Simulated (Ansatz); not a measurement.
## Cl-CC-Cl chair monolayer in a perpendicular field

Wanted: the out-of-plane response of the Cl-CC-Cl chair monolayer. A positive field points along +c.

Method: plane-wave DFT, PBE-D3(BJ), Ansatz PAW, in Ansatz 0.2.0.

### 1. The starting structure

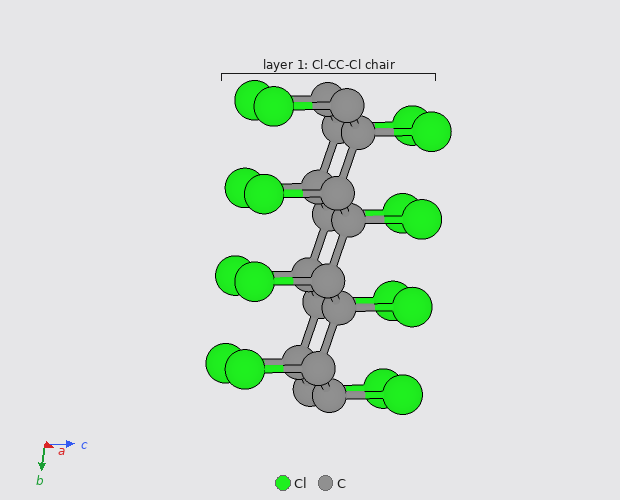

The cell as given, from the side, with the c axis across the page (chlorine green, carbon grey). 2×4×1 cells are drawn.

The cell holds 4 atoms: 2 Cl and 2 C. Cell: a = 2.508 Å, b = 2.508 Å, c = 39.167 Å, α = 90.0°, β = 90.0°, γ = 120.0°. Vacuum lies along c.

Coordinates:

```cif
data_structure
_symmetry_space_group_name_H-M 'P 1'
_symmetry_Int_Tables_number 1
_cell_length_a 2.5080
_cell_length_b 2.5080
_cell_length_c 39.1667
_cell_angle_alpha 90.000
_cell_angle_beta 90.000
_cell_angle_gamma 120.000
_cell_volume 213.35
loop_
_atom_site_label
_atom_site_type_symbol
_atom_site_fract_x
_atom_site_fract_y
_atom_site_fract_z
_atom_site_occupancy
Cl1 Cl 0.66667 0.33333 0.44809 1
C2 C 0.66667 0.33333 0.49353 1
C3 C 0.33333 0.66667 0.50647 1
Cl4 Cl 0.33333 0.66667 0.55191 1
```

### 2. Relaxation

The starting cell is a guess, so the in-plane lattice and the atoms are relaxed first, with the slab cut off from its images along the normal.

input.yaml

```yaml
crystal:
  lattice:
    - [2.508, 0.0, 0.0]
    - [-1.254, 2.1719917127, 0.0]
    - [0.0, 0.0, 39.1666666664]
  atoms:
    - { symbol: Cl, position: [0.6666666667, 0.3333333333, 0.4480851064] }
    - { symbol: C, position: [0.6666666667, 0.3333333333, 0.4935319149] }
    - { symbol: C, position: [0.3333333333, 0.6666666667, 0.5064680851] }
    - { symbol: Cl, position: [0.3333333333, 0.6666666667, 0.5519148936] }
  periodic: [true, true, false]
kpoints:
  mp_grid: { grid: [18, 18, 1] }
hamiltonian:
  xc: pbe
  dispersion: d3bj
scf:
  occupations: { method: fermi_dirac, width: 0.05 }
  convergence: { dr2_threshold: 1.0e-09 }
relax:
  f_tol: 0.004
  max_steps: 90
  cell: {}
output:
  write_potential: true
  write_density: true
  volumetric_format: npy
```

Command:

```sh
$ ansatz run input.yaml --threads 2 --pin off --max-ram 3072MiB --backend cpu --events-out ev --progress --plain --runs-dir out
```

Numbers of over 12 decimals in the logs are rounded to 6 here.

What it wrote:

```text
Warning: relax.cell: scf.convergence.dr2_threshold = 1e-9 eV is looser than the 2.02151793575e-10 eV advised for a relaxation that steers and ends on the stress (1e-10 eV for each atom of the cell: 4, times the square of relax.cell.stress_2d_tol = 0.05 N/m over 14.1 Å (the atoms' height at the walk's start and 5 Å past either face), 3.555e-2 GPa, over a crystal's default 0.05). What an SCF threshold leaves in a stress goes as its square root, and in the free energy as the threshold itself, and one threshold admits the most on a small cell: [figures from the program's tests cut] Set scf.convergence.dr2_threshold to 2.02151793575e-10 eV or tighter. [rest of the remark cut]
Engine: ansatz 0.2.0, x86_64-unknown-linux-gnu
Pseudopotentials: kind: paw
Pseudopotential: Cl, paw, valence charge 7, recommended cutoff 420 eV (normal), Cl.paw.azcp
Pseudopotential: C, paw, valence charge 4, recommended cutoff 420 eV (normal), C.paw.azcp
Functional definition: PBE
  parameter kappa = 0.804
  parameter beta = 0.066725
  exchange = pbe_x(kappa = kappa, mu = beta*pi^2/3)
  correlation = pbe_c(beta = beta)
Crystal: 4 atoms, lattice volume = 213.355 Å³
Basis set: ecut = 420 eV, 4145 PW (Γ), exchange–correlation on 36×36×540 points (8 copies of the dense FFT grid, shifted against one another)
Bands: 15, of which v1, the nominal top of the filled ones, is band 11 counted from 1 (10 counted from 0)
Symmetry: 12 space group operations
Space group: P-3m1 (ITA 164), of the structure as read, at distance tolerance 6.0e-5 Å
k-points: 37 of 324
Non-local potential: Cl, projectors of the file, l = 0: 2, l = 1: 2, l = 2: 2
Non-local potential: C, projectors of the file, l = 0: 2, l = 1: 2, l = 2: 1
PAW form: soft (Blöchl's): semilocal exchange-correlation on the pseudo side does not see the compensation charge
PAW one-centre angular grid: Cl, 110 points (default); XC on 64 Gauss nodes
PAW one-centre angular grid: C, 110 points (default); XC on 64 Gauss nodes
Initial density: superposition of atomic densities (neutral atoms: chi_scale 0, normalization atom), corrected by the library's trained network
Initial wavefunctions: pseudopotential atomic-orbital guess
Functional: x = pbe(κ = 0.804, μ = 0.219515), c = pbe(β = 0.066725)
SCF iter   1: F=—  HF=-2656.058709 eV  |F-HF|=—  |Δ(HF+E_count)|=         —  Δρ=6.69e-3  dr2=4.20e-1  ethr=1.77e-3  ⟨swp⟩=13.8  Hψ=5961  notcnv=0
preconditioner: auto → LDOS  [insulator: Δε(μ)=0.227 eV  Ē_g=13.287 eV  σ=0.050 eV  W_gap=0.71  n_scr=22 (ndim 8)  ℏωp=11.9 eV  f_vac=0.785  D(μ)=0.47/eV (n_scr^D=6)  ε∞_Penn≈1.8  β→1.0]
SCF iter   2: F=—  HF=-2656.093127 eV  |F-HF|=—  |Δ(HF+E_count)|=   3.44e-2  Δρ=8.19e-3  dr2=5.98e-1  ethr=1.77e-3  ⟨swp⟩=6.2  Hψ=1819  notcnv=0  defer=1
SCF iter   3: F=—  HF=-2655.991077 eV  |F-HF|=—  |Δ(HF+E_count)|=   1.02e-1  Δρ=1.22e-3  dr2=8.65e-3  ethr=1.77e-3  ⟨swp⟩=3.8  Hψ=1289  notcnv=0  defer=1
SCF iter   4: F=—  HF=-2655.990428 eV  |F-HF|=—  |Δ(HF+E_count)|=   6.49e-4  Δρ=1.97e-4  dr2=6.40e-5  ethr=3.93e-5  ⟨swp⟩=4.0  Hψ=1531  notcnv=0  defer=1
SCF iter   5: F=—  HF=-2655.990527 eV  |F-HF|=—  |Δ(HF+E_count)|=   9.91e-5  Δρ=4.86e-5  dr2=8.43e-6  ethr=2.91e-7  ⟨swp⟩=3.5  Hψ=1629  notcnv=0
SCF iter   6: F=—  HF=-2655.990524 eV  |F-HF|=—  |Δ(HF+E_count)|=   3.19e-6  Δρ=5.82e-6  dr2=9.92e-8  ethr=3.83e-8  ⟨swp⟩=3.6  Hψ=1249  notcnv=0
SCF iter   7: F=—  HF=-2655.990489 eV  |F-HF|=—  |Δ(HF+E_count)|=   3.48e-5  Δρ=7.70e-7  dr2=8.70e-10  ethr=4.55e-12  ⟨swp⟩=12.2  Hψ=6300  notcnv=0
SCF iter   8: F=-2655.990489 eV  HF=-2655.990489 eV  |F-HF|=8.82e-11  |Δ(HF+E_count)|=   7.57e-9  Δρ=1.48e-7  dr2=5.93e-11  ethr=3.95e-12  ⟨swp⟩=9.4  Hψ=4697  notcnv=0
SCF 1 converged in 8 iterations: F = -2655.990489 eV  dr2 = 5.93e-11
  greatest PAW one-centre occupation: 0.925 electrons in one spin orbital (limit 2), on the Cl atom at site 3 (counted from 0), in its partial waves of l = 0
relax step   1: F+E_penalty+E_count = -2655.99048942 eV  Δ(F+E_penalty+E_count) = +0.000e0 eV  max|allowed force component| = 2.055e0 eV/Å  Δτ_max = 0.0000 Å  P = +52.779 N/m  Ω = 213.355 Å³  fix = [c, alpha, beta]  reactions: c +0.000 N/m  (8 SCF iters, accepted)
Crystal: 4 atoms, lattice volume = 234.673 Å³
Basis set: ecut = 420 eV, 4709 PW (Γ), exchange–correlation on 36×36×540 points (8 copies of the dense FFT grid, shifted against one another)
Initial density: handed on by an earlier stage of this run
Initial wavefunctions: those handed on with the density
iter 1 solved again at ethr=2.11e-3 eV; its pass at ethr=3.10e-3 eV (dr2=4.64e-1 eV) is discarded
SCF iter   1: F=—  HF=-2657.485247 eV  |F-HF|=—  |Δ(HF+E_count)|=         —  Δρ=9.07e-3  dr2=4.68e-1  ethr=2.11e-3  ⟨swp⟩=1.1  Hψ=5756  notcnv=0
preconditioner: auto → LDOS  [insulator: Δε(μ)=0.181 eV  Ē_g=13.114 eV  σ=0.050 eV  W_gap=0.52  n_scr=22 (ndim 8)  ℏωp=11.4 eV  f_vac=0.792  D(μ)=0.70/eV (n_scr^D=8)  ε∞_Penn≈1.8  β→1.0]
SCF iter   2: F=—  HF=-2657.380715 eV  |F-HF|=—  |Δ(HF+E_count)|=   1.05e-1  Δρ=3.12e-3  dr2=3.41e-2  ethr=2.11e-3  ⟨swp⟩=4.5  Hψ=1396  notcnv=0
SCF iter   3: F=—  HF=-2657.378127 eV  |F-HF|=—  |Δ(HF+E_count)|=   2.59e-3  Δρ=1.12e-3  dr2=7.77e-3  ethr=1.55e-4  ⟨swp⟩=3.5  Hψ=1659  notcnv=0
SCF iter   4: F=—  HF=-2657.376579 eV  |F-HF|=—  |Δ(HF+E_count)|=   1.55e-3  Δρ=1.78e-4  dr2=4.02e-5  ethr=3.53e-5  ⟨swp⟩=3.0  Hψ=1007  notcnv=0
SCF iter   5: F=—  HF=-2657.376609 eV  |F-HF|=—  |Δ(HF+E_count)|=   2.99e-5  Δρ=4.22e-5  dr2=7.55e-6  ethr=1.83e-7  ⟨swp⟩=3.4  Hψ=1497  notcnv=0
SCF iter   6: F=—  HF=-2657.376609 eV  |F-HF|=—  |Δ(HF+E_count)|=   2.56e-7  Δρ=7.07e-6  dr2=4.41e-7  ethr=3.43e-8  ⟨swp⟩=3.0  Hψ=1115  notcnv=0
SCF iter   7: F=—  HF=-2657.376574 eV  |F-HF|=—  |Δ(HF+E_count)|=   3.52e-5  Δρ=1.07e-6  dr2=1.44e-8  ethr=2.00e-9  ⟨swp⟩=2.7  Hψ=1073  notcnv=0
SCF iter   8: F=-2657.376574 eV  HF=-2657.376574 eV  |F-HF|=4.92e-10  |Δ(HF+E_count)|=   4.46e-9  Δρ=2.34e-7  dr2=2.05e-10  ethr=4.55e-12  ⟨swp⟩=13.2  Hψ=5223  notcnv=0
SCF 2 converged in 8 iterations: F = -2657.376574 eV  dr2 = 2.05e-10
  greatest PAW one-centre occupation: 0.921 electrons in one spin orbital (limit 2), on the Cl atom at site 3 (counted from 0), in its partial waves of l = 0
relax step   2: F+E_penalty+E_count = -2657.37657363 eV  Δ(F+E_penalty+E_count) = -1.386e0 eV  max|allowed force component| = 7.464e-1 eV/Å  Δτ_max = 0.0414 Å  P = +29.446 N/m  Ω = 234.673 Å³  energy of the carried Pulay correction = -7.251e-3 eV  fix = [c, alpha, beta]  reactions: c +0.000 N/m  (8 SCF iters, accepted)
Crystal: 4 atoms, lattice volume = 256.984 Å³
[...]
relax step   6: F+E_penalty+E_count = -2658.42125008 eV  Δ(F+E_penalty+E_count) = -9.700e-3 eV  max|allowed force component| = 9.157e-2 eV/Å  Δτ_max = 0.0191 Å  P = -0.188 N/m  Ω = 280.534 Å³  energy of the carried Pulay correction = -2.074e-2 eV  fix = [c, alpha, beta]  reactions: c -0.000 N/m  (8 SCF iters, accepted)
relax step   7: F+E_penalty+E_count = -2658.42122752 eV  Δ(F+E_penalty+E_count) = +2.255e-5 eV  max|allowed force component| = 9.321e-2 eV/Å  Δτ_max = 0.0081 Å  P = +0.147 N/m  Ω = 279.932 Å³  energy of the carried Pulay correction = -2.058e-2 eV  fix = [c, alpha, beta]  (7 SCF iters, rejected (line search))
relax step   8: F+E_penalty+E_count = -2658.42178104 eV  Δ(F+E_penalty+E_count) = -5.310e-4 eV  max|allowed force component| = 5.819e-4 eV/Å  Δτ_max = 0.0038 Å  P = -0.010 N/m  Ω = 280.153 Å³  energy of the carried Pulay correction = -2.064e-2 eV  fix = [c, alpha, beta]  reactions: c -0.000 N/m  (6 SCF iters, accepted)
relax step   9: F+E_penalty+E_count = -2658.52055690 eV  Δ(F+E_penalty+E_count) = -9.878e-2 eV  max|allowed force component| = 2.387e-2 eV/Å  Δτ_max = 0.0000 Å  P = +1.722 N/m  Ω = 280.153 Å³  fix = [c, alpha, beta]  reactions: c +0.000 N/m  stress off target by 1.72e0 N/m on what of the cell is left free  SCF on the basis re-selected at this cell (its energy is not comparable with the rows above)  (7 SCF iters)
relax step  10: F+E_penalty+E_count = -2658.52514144 eV  Δ(F+E_penalty+E_count) = -4.585e-3 eV  max|allowed force component| = 3.551e-3 eV/Å  Δτ_max = 0.0016 Å  P = +0.195 N/m  Ω = 283.794 Å³  energy of the carried Pulay correction = -9.465e-4 eV  fix = [c, alpha, beta]  reactions: c +0.000 N/m  (7 SCF iters, accepted)
relax step  11: F+E_penalty+E_count = -2658.52507036 eV  Δ(F+E_penalty+E_count) = +7.108e-5 eV  max|allowed force component| = 1.587e-5 eV/Å  Δτ_max = 0.0002 Å  P = -0.017 N/m  Ω = 284.332 Å³  energy of the carried Pulay correction = -1.095e-3 eV  fix = [c, alpha, beta]  reactions: c -0.000 N/m  (6 SCF iters, accepted)
iter 1 solved again at ethr=1.31e-6 eV; its pass at ethr=3.10e-3 eV (dr2=2.88e-4 eV) is discarded
SCF iter   1: F=—  HF=-2658.526062 eV  |F-HF|=—  |Δ(HF+E_count)|=         —  Δρ=2.56e-5  dr2=2.55e-7  ethr=1.31e-6  ⟨swp⟩=4.6  Hψ=7133  notcnv=0
eigensolver tolerance schedule: the retry pair's looser diagonalisation over-reported the residual by 1131.50 of it (diagonalisation noise at 0.92 of the residual, at the tolerance the schedule requests for it); recorded, not acted on — ethr = c·dr2/N_el stays at c = 1.0e-1
preconditioner: auto → Resta (q_TF=auto, 1.781 Å⁻¹)  ε∞=1.7  [insulator: Δε(μ)=1.508 eV  Ē_g=12.289 eV  σ=0.050 eV  W_gap=1.00  n_scr=22 (ndim 8)  ℏωp=10.3 eV  f_vac=0.801  D(μ)=0.00/eV (n_scr^D=0)  ε∞_Penn≈1.7  vacuum switching on, ρ_ref=1.1e-2 e/Å³]
SCF iter   2: F=—  HF=-2658.526114 eV  |F-HF|=—  |Δ(HF+E_count)|=   5.14e-5  Δρ=1.28e-5  dr2=6.35e-8  ethr=1.16e-9  ⟨swp⟩=4.3  Hψ=1655  notcnv=0
SCF iter   3: F=—  HF=-2658.526133 eV  |F-HF|=—  |Δ(HF+E_count)|=   1.95e-5  Δρ=3.27e-6  dr2=5.08e-8  ethr=2.89e-10  ⟨swp⟩=2.8  Hψ=1166  notcnv=0
SCF iter   4: F=—  HF=-2658.526135 eV  |F-HF|=—  |Δ(HF+E_count)|=   1.72e-6  Δρ=7.95e-7  dr2=1.33e-9  ethr=2.31e-10  ⟨swp⟩=2.4  Hψ=804  notcnv=0
iter 5 met the thresholds in force, and the SCF goes on: an eigenvalue changes by 4.21 meV, over its tolerance of 1.00 meV (output.eigenvalues, Limitations)
SCF iter   5: F=-2658.526135 eV  HF=-2658.526135 eV  |F-HF|=2.59e-8  |Δ(HF+E_count)|=   1.33e-7  Δρ=2.73e-7  dr2=5.79e-11  ethr=4.55e-12  ⟨swp⟩=15.8  Hψ=5131  notcnv=0
SCF iter   6: F=-2658.526135 eV  HF=-2658.526135 eV  |F-HF|=2.57e-10  |Δ(HF+E_count)|=   2.56e-8  Δρ=5.73e-8  dr2=2.80e-12  ethr=1.00e-12  ⟨swp⟩=7.5  Hψ=3552  notcnv=0
SCF 12 converged in 6 iterations: F = -2658.526135 eV  dr2 = 2.80e-12
relax step  12: F+E_penalty+E_count = -2658.52613502 eV  Δ(F+E_penalty+E_count) = -1.065e-3 eV  max|allowed force component| = 3.337e-4 eV/Å  Δτ_max = 0.0000 Å  P = -0.014 N/m  Ω = 284.332 Å³  fix = [c, alpha, beta]  reactions: c -0.000 N/m  stress off target by 1.40e-2 N/m on what of the cell is left free  SCF on the basis re-selected at this cell (its energy is not comparable with the rows above)  (6 SCF iters)
basis re-selected at this cell: Δ(F+E_penalty+E_count) = -1.065e-3 eV, ΔP = +0.003 N/m vs the last step (what re-selecting the basis moved, of the pressure what is left beyond the Pulay correction that the steps carried, after the strain that the cell walked since its last selection, with what the two solves' SCF thresholds leave and, on support functions, any second-order correction that the steps lacked; it is no m [...]
WARN: The output density's exchange-correlation potential varies sharply where the density is thin. Do not read a vacuum level from v_tot or v_xc, or from such a field of the output density. On a cell that repeats whose density bears no net charge and no dipole along the vacuum's axis use v_es (v_loc + v_h of the components); under efield.dipole_correction with no amplitude use v_es + v_field, which holds any externa [...]
SCF converged after 6 iterations
an eigenvalue changed by more than its tolerance at an iteration that met the thresholds in force, so the SCF went on 1 time: the last check found none over its tolerance
Free energy (F): -2658.526135 eV
Harris-Foulkes:  -2658.526135 eV  (|F-HF|=2.57e-10)
Internal energy: -2658.526135 eV  (E = F + TS)
E sigma→0 (E₀):  -2658.526135 eV
Fermi energy:    -3.074569 eV
--- Per-component energies (eV) ---
  E_band       = -271.030548
  E_kinetic    = 496.495635
  E_local      = -47960.868257  (includes V_loc(G=0)·N_el)
  E_nonlocal   = 109.431735
  E_hartree    = 23724.998178
  E_xc         = -308.675035
  E_vxc        = -361.165382  (∫ρ·V_xc dr)
  E_paw        = -1515.373522  (= ΣΔE_a)
  E_vpaw       = -4.920779  (= ΣTr[D̂ρ^β])
  E_aug_tail   = 0.000187  (compensation charges beyond the density's cutoff)
  E_ewald      = 22796.112485
  E_disp       = -0.647543  (pairwise vdW)
  E_smearing   = -0.000000  (= −TS)
  E_closure    = 0.000000  (closes the sum)
  Σ components = -2658.526135   (vs F -2658.526135, Δ=0.00e0)
--- Forces (eV/Å), atoms counted from 1 ---
  atom   1  Cl     0.00000000    -0.00000000     0.00010524
  atom   2  C      0.00000000     0.00000000     0.00033365
  atom   3  C      0.00000000    -0.00000000    -0.00033365
  atom   4  Cl     0.00000000     0.00000000    -0.00010524
  max |Σ_I F_I| component: 7.86e-17 eV/Å
--- 2D stress c σ (N/m, compression-positive) ---
       -0.014038      -0.000000       0.000000
       -0.000000      -0.014038      -0.000000
        0.000000      -0.000000      -0.000000
  P = ½ c Tr σ = -0.0140 N/m
--- Band table (eV; the first three rows and the last of 37) ---
  k-point 0: bands = [... 7 lower, -5.1174, -5.1174, -3.8543, -3.8543, -2.3460, -2.0533, -0.9198, -0.1076]
  k-point 1: bands = [... 7 lower, -5.3233, -5.1474, -4.0852, -3.9007, -2.2295, -1.8862, -0.8736, -0.1013]
  k-point 2: bands = [... 7 lower, -5.8646, -5.2407, -4.6981, -4.0315, -2.0331, -1.4982, -0.7703, 0.0654]
  k-point 36: bands = [... 7 lower, -9.3533, -8.2574, -8.2574, -7.9762, 0.2091, 0.2091, 1.3119, 2.5879]
  the weakly bound empty levels are not read free of the cell's end (no_gap_told)
--- Relaxed structure (10 steps of the walk, 9 accepted, 2 SCFs on fresh bases) ---
  F+E_penalty+E_count = -2658.52613502 eV   max|allowed force component| = 3.337e-4 eV/Å   (the final SCF, on the basis selected at the relaxed cell)
  cell:  # Å, volume = 284.3317 Å³
    - [2.895270, 0, 0]
    - [-1.447635, 2.507377, 0]
    - [0, 0, 39.1666666664]
  atoms:
    - { symbol: Cl, position: [0.666667, 0.333333, 0.448854] }
    - { symbol: C, position: [0.666667, 0.333333, 0.493542] }
    - { symbol: C, position: [0.333333, 0.666667, 0.506458] }
    - { symbol: Cl, position: [0.333333, 0.666667, 0.551146] }
```

Elapsed: 70 s, on 2 threads of Intel Xeon at 2.70GHz, shared host; peak memory 0.58 GiB.

The steps of the relaxation:

| step | energy less that of the first step (eV) | largest force component (eV/Å) | volume (Å³) |
| --- | --- | --- | --- |
| 1 | 0.0000 | 2.0552 | 213.35 |
| 2 | -1.3861 | 0.7464 | 234.67 |
| 3 | -2.1345 | 0.9645 | 256.98 |
| 4 | -2.4008 | 1.0724 | 280.66 |
| 5 | -2.4211 | 0.4626 | 281.10 |
| 6 | -2.4308 | 0.0916 | 280.53 |
| 7 | -2.4307 | 0.0932 | 279.93 |
| 8 | -2.4313 | 0.0006 | 280.15 |
| 9* | -2.5301 | 0.0239 | 280.15 |
| 10 | -2.5347 | 0.0036 | 283.79 |
| 11 | -2.5346 | 0.0000 | 284.33 |
| 12* | -2.5356 | 0.0003 | 284.33 |

Relaxation steps marked * repeat the geometry before them on a plane-wave basis chosen anew for their cell, so energy and pressure can jump there. Relaxation step 7 was tried and not accepted.

The run keeps the 12 symmetry operations that it works with, so distortions that break them were not tested.

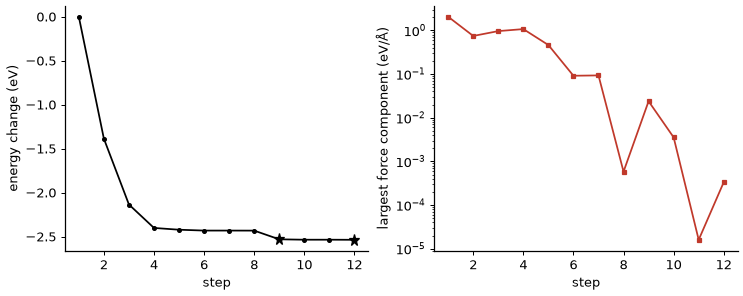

Energy and largest force along the relaxation. Stars mark steps on a basis chosen anew.

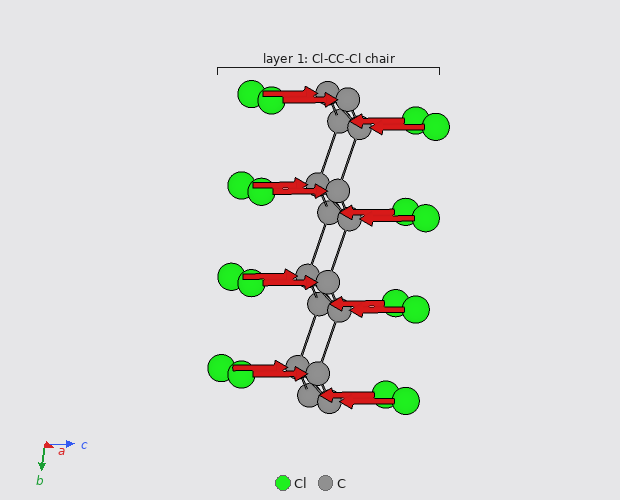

Displacements in the relaxation, exaggerated, measured against the changing cell; the longest in the cell stands for 0.03 Å. 2×4×1 cells are drawn.

| cell as run | before | after | change |
| --- | --- | --- | --- |
| a (Å) | 2.508 | 2.895 | +15.4 % |
| b (Å) | 2.508 | 2.895 | +15.4 % |

The atoms that moved most (Å, along periodic axes as changes of fractional coordinates times the final cell, across vacuum about the mean position):

| atom | dx | dy | dz | length |
| --- | --- | --- | --- | --- |
| Cl1 | 0.000 | 0.000 | 0.030 | 0.030 |
| Cl4 | 0.000 | 0.000 | -0.030 | 0.030 |

The relaxed structure:

```cif
data_structure
_symmetry_space_group_name_H-M 'P 1'
_symmetry_Int_Tables_number 1
_cell_length_a 2.8953
_cell_length_b 2.8953
_cell_length_c 39.1667
_cell_angle_alpha 90.000
_cell_angle_beta 90.000
_cell_angle_gamma 120.000
_cell_volume 284.33
loop_
_atom_site_label
_atom_site_type_symbol
_atom_site_fract_x
_atom_site_fract_y
_atom_site_fract_z
_atom_site_occupancy
Cl1 Cl 0.66667 0.33333 0.44885 1
C2 C 0.66667 0.33333 0.49354 1
C3 C 0.33333 0.66667 0.50646 1
Cl4 Cl 0.33333 0.66667 0.55115 1
```

The lattice constant a goes from 2.508 to 2.895 Å.

(Continued in part 2 of 2.)

[Logs are printed without paths, hosts, clocks, repeated set-up lines and the standing remarks that a program may print on its own settings, such as how far it seeks lower states.]

[Hosts, paths, dates, database ids (printed as entryN), source tags and the programs' standing remarks are cut or masked in the printed files.]

[Maps of the electrostatic potential energy from Ansatz leave out the sawtooth potential of an applied field or a dipole correction, so their vacuum need not be flat; planar profiles and work functions include it.]
